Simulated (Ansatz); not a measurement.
Profile along the Cd–Se line in CdSe (wurtzite)

CdSe (wurtzite)

```cif
data_Cd2Se2
_chemical_formula_sum 'Cd2 Se2'
_space_group_name_H-M_alt 'P 1'
_space_group_IT_number 1
_cell_length_a 4.38272
_cell_length_b 4.38272
_cell_length_c 7.15447
_cell_angle_alpha 90.000
_cell_angle_beta 90.000
_cell_angle_gamma 120.000
loop_
_space_group_symop_operation_xyz
  'x, y, z'
loop_
_atom_site_label
_atom_site_type_symbol
_atom_site_fract_x
_atom_site_fract_y
_atom_site_fract_z
_atom_site_occupancy
Cd1 Cd 0.66667 0.33333 0.00047 1
Cd2 Cd 0.33333 0.66667 0.50047 1
Se1 Se 0.66667 0.33333 0.62473 1
Se2 Se 0.33333 0.66667 0.12473 1
```

Fields along a shortest Cd–Se line of a (1 -1 0 0) plane (2.69 Å), from Cd to Se, interpolated on the slice's grid (step about 0.2 Å). The numbers are results of PBE (plane waves to 420 eV, PAW, scalar-relativistic; Ansatz, a program for electronic structure), not measurements. k mesh 9×9×5. Near the nuclei the fields are pseudised (PAW); where an atom keeps semicore shells as valence, they peak there. CdSe was relaxed with its symmetry unable to fall.

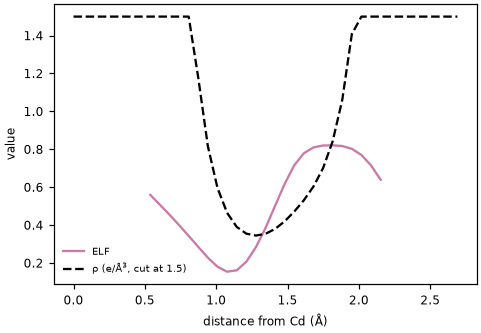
ELF (away from the nuclei) and valence density from Cd to Se.

Density on the Cd–Se line (2.69 Å) at its density minimum, 1.3 Å from Cd: 0.34 e/Å³. ELF at that point: 0.3.
